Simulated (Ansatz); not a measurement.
## Electronic structure of BCl$_{2}$F in real space

The calculation's input:

```
crystal:
  periodic: [false, false, false]
  atoms:
    - { symbol: B, position_ang: [0.0, 0.0, 0.0] }
    - { symbol: Cl, position_ang: [0.0, 0.0, 1.86] }
    - { symbol: Cl, position_ang: [1.6108, 0.0, -0.93] }
    - { symbol: F, position_ang: [-1.1431, 0.0, -0.66] }
basis:
  gaussian: { orbitals: def2-SVP }
hamiltonian:
  xc: b3lyp
  dispersion: d4
relax:
  f_tol: 0.02
  max_steps: 40
output:
  orbitals: {}
```

Launched as:

```sh
ansatz run input.yaml --threads 1 --pin off --max-ram 2048MiB --backend cpu --events-out ev --progress --plain --runs-dir out
```

The fields are those of the run's last geometry, not of the input's.

Level of theory: RKS B3LYP-D4/def2-SVP (Ansatz).

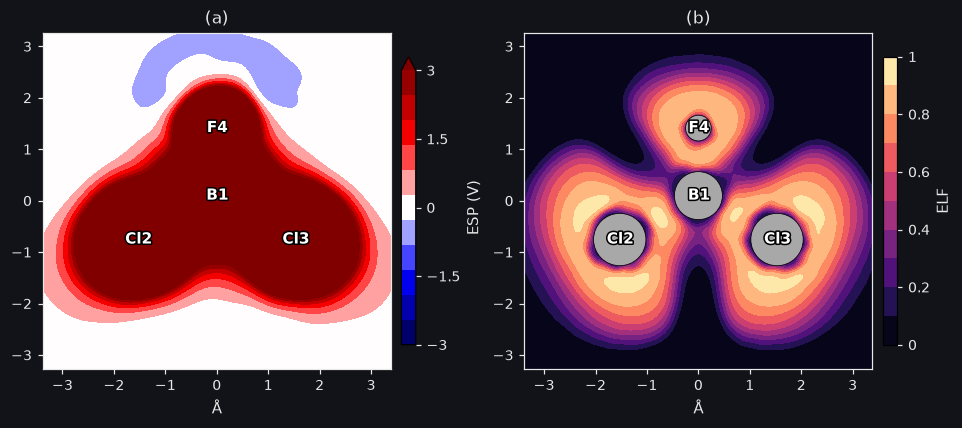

Figure 1. (a) electrostatic potential; (b) ELF on the molecular plane. Grey discs cover the atomic cores in the ELF map.

### What does the map show?

The section cuts through B, Cl and F sites.
B–F (1.31 Å): the ELF peaks at about 0.85 between the atoms, as expected for a shared but strongly polarised pair.
B–Cl (1.75 Å): the ELF peaks at about 0.90 between the atoms (a polar covalent bond).
The ELF also peaks beside Cl3, Cl2 and F4, away from the bonds: lone-pair regions.
Outside the dense part of the molecule the potential is most negative (−0.5 V) near F4.

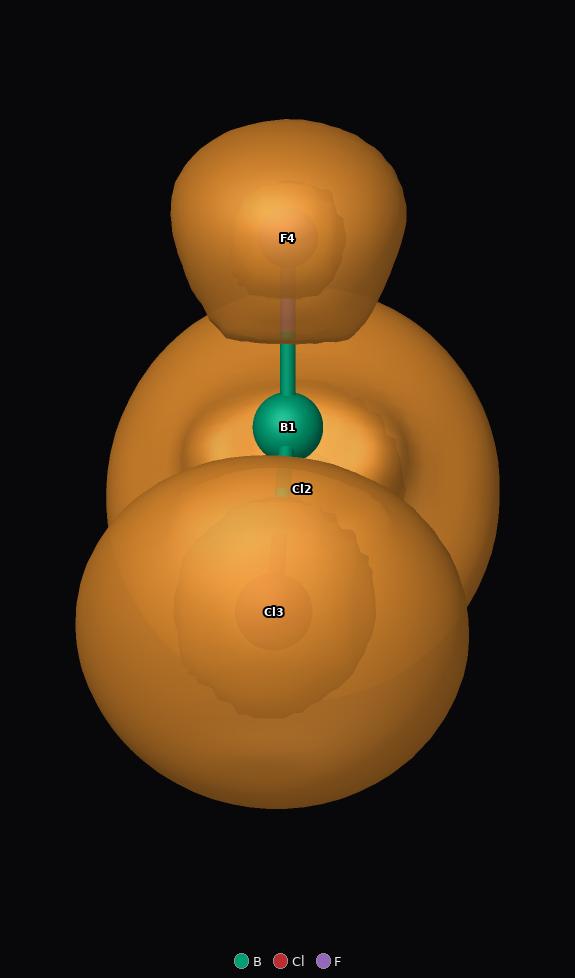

Figure 2. Isosurface of the electron localisation function at 0.75 (orange), seen at an oblique angle. Only the valence region is drawn (cores and ρ < 0.01 e/Å³ removed).

### Describe the localisation domains.

The surface consists of two regions on Cl in which the atom's valence shell and bonds are merged and one region on F in which the atom's valence shell and bonds are merged.

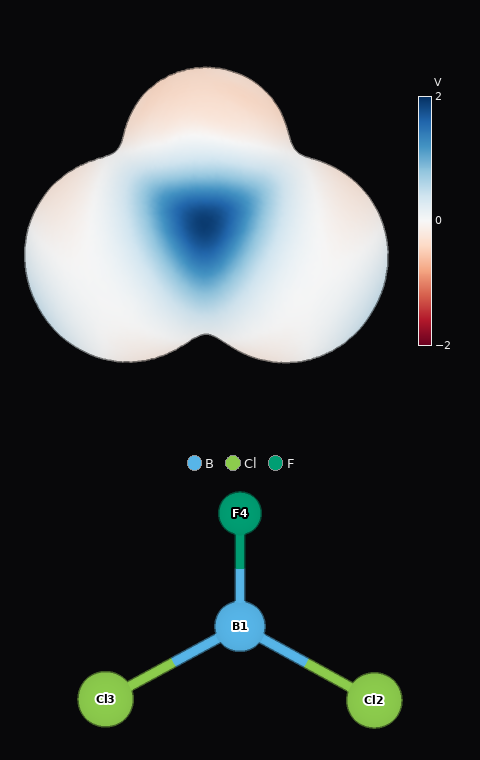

Figure 3. The electrostatic potential painted on the density surface at 0.002 e/bohr³, seen at a tilt; the colour scale runs from red (negative) to blue (positive). The bare structure is drawn below in the same view.

### Which sites attract a positive test charge, and which a negative one?

A positive charge is drawn to the negative regions and a negative charge to the positive ones. The most negative region (about −0.4 V) lies over F4, the most positive (about +1.8 V) over B1. Cl2 shows a σ-hole: about +0.5 V at the tip opposite its bond, against about −0.1 V on its flanks. Cl3 shows a σ-hole: about +0.5 V at the tip opposite its bond, against about −0.1 V on its flanks.
